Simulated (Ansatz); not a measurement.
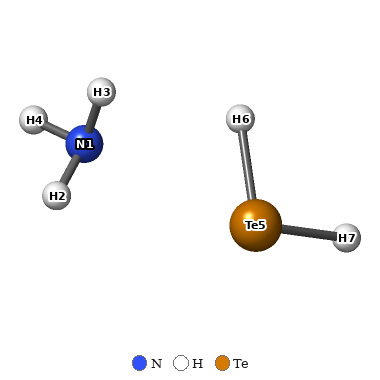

The system is the pair H₃N···H₂Te; the picture shows the reference structure. The turn is about an axis along (−0.76, −0.65, −0.10) in the frame of the relaxed pair, normal to the line between the partners. First axis: distance N1···Te5. Second axis: turn of Te5, H6, H7 about N1. The grid has 15 × 15 points. Points are written as (first, second). All energies are given in kJ/mol relative to the two partners far apart, frozen as in the relaxed pair, each in its own basis (no counterpoise correction). Method: Ansatz 0.2.0, RKS PBE0-D4/def2-TZVPD.

Its coordinates:

| atom | x (Å) | y (Å) | z (Å) |
| --- | --- | --- | --- |
| N | -0.1085 | -0.1073 | -1.3650 |
| H | -0.7388 | -0.7933 | -1.7630 |
| H | -0.3792 | 0.7970 | -1.7330 |
| H | 0.8183 | -0.3126 | -1.7189 |
| Te | -0.3550 | -0.2872 | 1.7554 |
| H | 0.8754 | 0.7663 | 1.4323 |
| H | -0.1124 | -0.0630 | 3.3923 |

Range: distance N1···Te5 from 2.634 to 5.234 Å; turn of Te5, H6, H7 about N1 from −120.0 to 120.0°.

Question: What will the energy surface look like?

Answer: The lowest grid point is at (3.084 Å, 0.0°), −17.4 kJ/mol from the two partners far apart, frozen as in the relaxed pair, each in its own basis (no counterpoise correction). It is the only kind of minimum in the scanned range. The highest grid point, (2.634 Å, 120.0°), lies 179.4 kJ/mol above the lowest. Round the minimum the two coordinates are nearly uncoupled.

```tsv
turn of Te5, H6, H7 about N1 ↓, distance N1···Te5 →	2.634	2.698	2.804	2.934	3.084	3.249	3.428	3.619	3.821	4.034	4.257	4.489	4.729	4.977	5.234
120.0	162.0	130.9	91.5	58.4	34.0	18.1	8.4	3.1	0.4	−0.7	−1.1	−1.0	−0.9	−0.6	−0.4
102.9	151.2	122.3	85.6	54.7	32.0	17.1	8.0	3.0	0.5	−0.6	−1.0	−1.0	−0.8	−0.6	−0.4
85.7	100.3	80.4	55.1	33.8	18.3	8.3	2.5	−0.5	−1.8	−2.1	−2.0	−1.7	−1.3	−1.0	−0.7
68.6	53.1	40.7	25.3	12.6	3.7	−1.5	−4.1	−5.0	−4.9	−4.3	−3.6	−2.9	−2.2	−1.7	−1.3
51.4	23.9	15.8	6.0	−1.7	−6.5	−8.8	−9.3	−8.8	−7.7	−6.4	−5.2	−4.1	−3.2	−2.5	−1.9
34.3	8.1	2.1	−5.0	−10.1	−12.8	−13.6	−12.9	−11.5	−9.8	−8.1	−6.5	−5.2	−4.1	−3.2	−2.5
17.1	0.3	−4.7	−10.5	−14.5	−16.3	−16.3	−15.1	−13.2	−11.2	−9.2	−7.4	−5.9	−4.6	−3.7	−2.9
0.0	−2.1	−6.8	−12.3	−15.9	−17.4	−17.2	−15.8	−13.8	−11.6	−9.6	−7.7	−6.1	−4.9	−3.8	−3.0
−17.1	0.1	−4.8	−10.6	−14.5	−16.3	−16.3	−15.1	−13.2	−11.2	−9.2	−7.4	−5.9	−4.6	−3.7	−2.9
−34.3	7.4	1.5	−5.4	−10.4	−13.0	−13.6	−13.0	−11.5	−9.8	−8.1	−6.5	−5.2	−4.1	−3.2	−2.5
−51.4	21.1	13.4	4.2	−2.9	−7.3	−9.2	−9.6	−8.9	−7.8	−6.5	−5.2	−4.1	−3.2	−2.5	−1.9
−68.6	43.9	33.1	19.6	8.7	1.2	−3.0	−5.0	−5.5	−5.2	−4.6	−3.8	−3.0	−2.3	−1.7	−1.3
−85.7	77.0	61.2	41.1	24.3	12.2	4.5	0.2	−1.9	−2.6	−2.7	−2.3	−1.9	−1.5	−1.1	−0.8
−102.9	112.2	90.6	63.0	39.7	22.5	11.3	4.6	1.0	−0.7	−1.4	−1.4	−1.3	−1.0	−0.7	−0.5
−120.0	126.8	102.6	71.6	45.3	25.9	13.2	5.6	1.4	−0.5	−1.3	−1.4	−1.3	−1.0	−0.7	−0.5
```

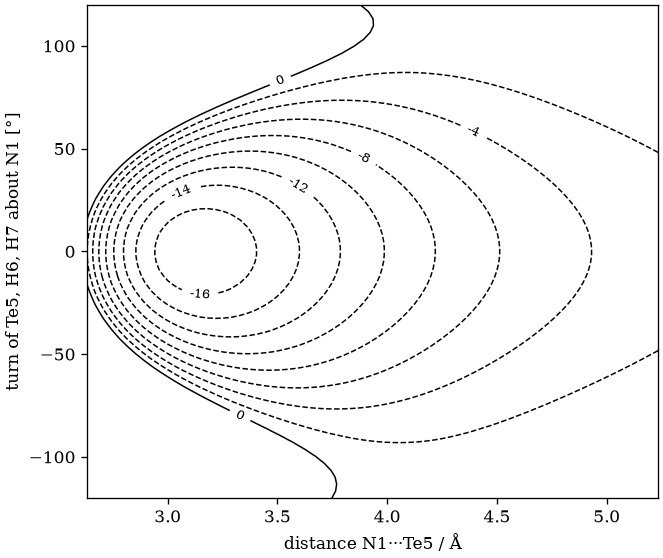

The picture shows contour lines labelled in kJ/mol (none above 0). Between grid points the surface is interpolated.

Time for the 225 points that were run: 15 min on 1 thread of Arm Neoverse V2, with other jobs on the host.
